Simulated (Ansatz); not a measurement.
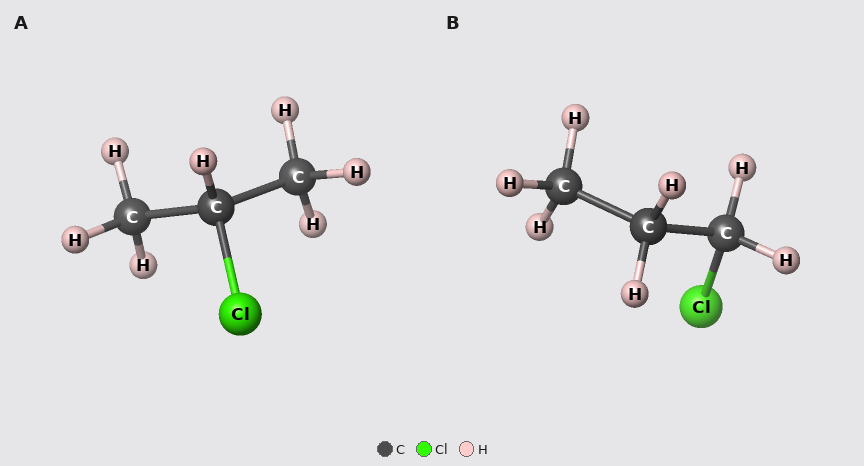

2 stationary structures of one formula. Geometries: PBE-D4/def2-SVP. Electronic energies: PBE-D4/def2-SVP (Ansatz 0.2.0), without zero-point energy. No frequency run is at hand to confirm each as a minimum. Each is one conformer, not always the lowest.

> Rank them by energy, lowest first.

A is lowest; B lies 0.102 eV above it. A is `CC(C)Cl`, B is `CCCCl`.
